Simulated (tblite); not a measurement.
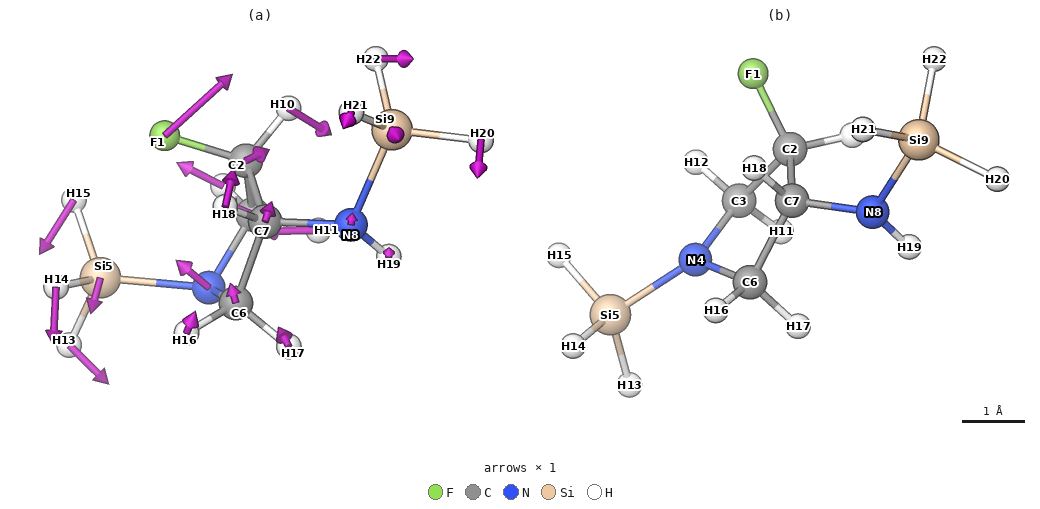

The structure of C$_{4}$H$_{13}$FN$_{2}$Si$_{2}$ before (left) and after (right) a relaxation, at one scale. The purple arrows give the displacements, at their true length.

The picture is a ball-and-stick view, seen from a free direction.

These are results of tblite, GFN2-xTB geometry optimisation, gas phase, not measurements. 

Question: Describe what moved and what it gained.

Answer: After 147 geometry steps the energy has fallen by 16.3 kcal/mol. The atom that moves furthest after the best rigid fit is F1 (1.53 Å). By element the largest moves are F 1.53 Å, H 1.11 Å, N 0.77 Å, Si 0.62 Å, C 0.60 Å. Near-neighbour distances that change, for instance: N8–Si9 1.776 → 1.723 Å, N4–Si5 1.767 → 1.714 Å, C6–H16 1.127 → 1.088 Å, C2–C7 1.514 → 1.548 Å. Bond angles that change, for instance: C3–N4–Si5 112.9° → 124.7°, Si5–N4–C6 114.0° → 125.6°, N4–Si5–H15 113.9° → 105.2°. Groups turn about C2–C7 by about 35°, C2–C3 by about 30°, C6–C7 by about 30°. Cost: 1.4 s on 1 thread of Arm Neoverse V1 (shared host).
